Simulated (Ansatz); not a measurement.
The relaxed structure here is a generated cell of VBiO4: the first start was made by a random draw of sites in a space group, and the end was not matched to a known phase here, so it may be hypothetical. Known forms of VBiO4 include space group No. 88.

A relaxed structure of VBiO4. These are r2SCAN (plane waves to 500 eV, PAW, scalar-relativistic; Ansatz, an electronic-structure program) values and carry that method's errors.

P-43m (No. 215), cP6; a = b = c = 4.5283 Å, α = β = γ = 90.00°.

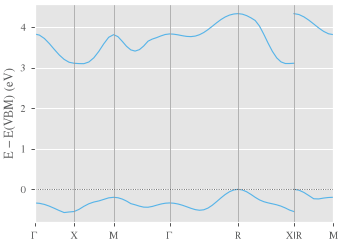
Fig. 1. Highest filled and lowest empty band along the path of this cell's Brillouin zone

Problem. Read off the gap and say whether it is direct.

Solution. 3.10 eV, indirect (valence top at R, conduction bottom at 25 % of the way from X to M) (no spin-orbit coupling).

Problem. How far does the top valence band disperse along this path?

Solution. About 0.6 eV.

No spin polarisation in the result: the starting moments vanished. No Hubbard U is applied.

The run could not lose the symmetry of its start: the end is stationary, and may be a saddle point rather than a minimum.
